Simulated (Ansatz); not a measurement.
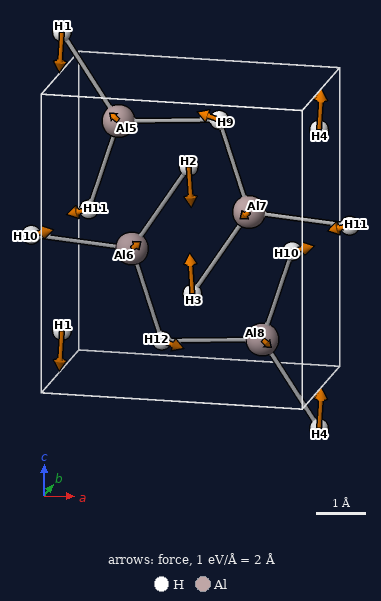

Starting geometry of solid AlH$_{2}$ (a generated structure, set up in Pnma) with the computed forces as orange arrows. The picture is a ball-and-stick view of the cell of the calculation, seen slightly off an axis.

The start is a swapped structure.

Theory: DFT, PAW plane waves, r2SCAN (Ansatz). Settings: plane-wave cutoff 500 eV; k-point mesh 4 × 6 × 3; occupations methfessel paxton; smearing width 0.0293 eV; no spin polarisation; atoms relaxed in a fixed cell; at most 80 steps.

> What follows when this structure is relaxed?

It isn't relaxed: the largest force vector, on H atoms, is 0.45 eV/Å. The final displacements follow the starting forces only in part (cosine between the two patterns 0.68). The largest moves, 1.41 Å, are those of H1, H2, H3 and H4. H3 goes along [−3 0 2]. Largest moves by element: H 1.41 Å, Al 0.44 Å. The cell doesn't change. Some distances before and after: H1–Al8 2.413 → 1.773 Å, Al5–H9 2.133 → 1.785 Å, Al5–H11 2.028 → 1.695 Å, H1–Al5 2.180 → 2.021 Å. New bonds form: H1–Al8 (2.41 → 1.77 Å), H2–Al7 (2.41 → 1.77 Å), H3–Al6 (2.41 → 1.77 Å), H4–Al5 (2.41 → 1.77 Å). The space group stays Pnma (No. 62). The energy falls by 2.710 eV per cell of the calculation in 14 accepted moves (15 points after the start). Largest force component: 0.45 eV/Å at the start, 0.0021 eV/Å at the end. The line search rejected the trial step at point 13 of the run.
